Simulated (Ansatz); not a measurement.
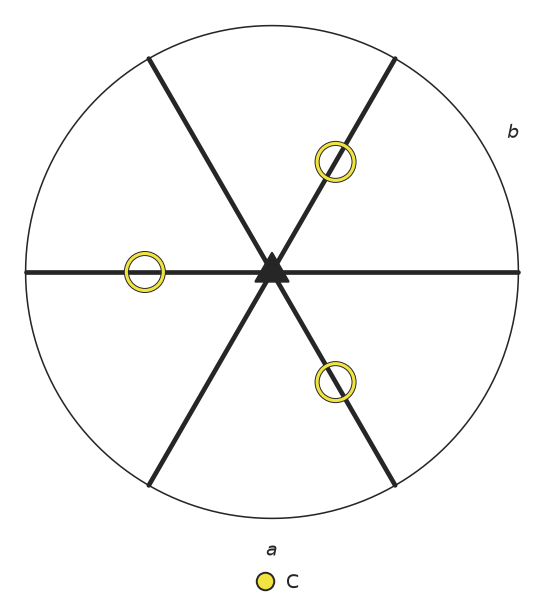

Crystal: Al2Si2C, the end point of a relaxation with Ansatz 0.2.0, DFT, PAW plane waves, r2scan; the starting structure was generated, so it need not be a known form of this composition. Directions from one silicon atom at (2/3, 1/3, 0.710) to its bonded neighbours, in stereographic projection down c (filled: above the plane of the page or in it, open: below). The drawing is computed from the coordinates (standard cell, symmetry found to 0.002 Å).

Neighbours are counted up to 2.17 Å for C; other elements are left out. The symmetry elements of the site are drawn in: heavy lines are mirror planes (a heavy rim: a mirror in the plane of the page); lens, triangle, square and hexagon are 2-, 3-, 4- and 6-fold axes, a lens in an open square is −4, a triangle in an open hexagon −6; thin dashed diameters join the ends of axes that lie in the page; a small open circle marks inversion.

```
Si Al C
1.0
     2.85999    0.00000    0.00000
    -1.42999    2.47682    0.00000
     0.00000    0.00000   26.80775
Si Al C
6 6 3
Direct
  0.66667 0.33333 0.71046
  0.66667 0.33333 0.95621
  0.33333 0.66667 0.04379
  0.33333 0.66667 0.28954
  0.00000 0.00000 0.37713
  0.00000 0.00000 0.62287
  0.33333 0.66667 0.87540
  0.00000 0.00000 0.79126
  0.00000 0.00000 0.20874
  0.66667 0.33333 0.12460
  0.66667 0.33333 0.54207
  0.33333 0.66667 0.45793
  0.00000 0.00000 0.00000
  0.66667 0.33333 0.33333
  0.33333 0.66667 0.66667
```

How many neighbours are there, and at what angles?

Answer. 3: 3 C at 2.03 Å. Angles between bonds: 90° (3×).

What is the site's symmetry in the crystal?

Answer. Point group 3m (C3v), order 6: one threefold axis, three mirror planes. In R-3m (No. 166, hexagonal axes) this is Wyckoff position 6c.
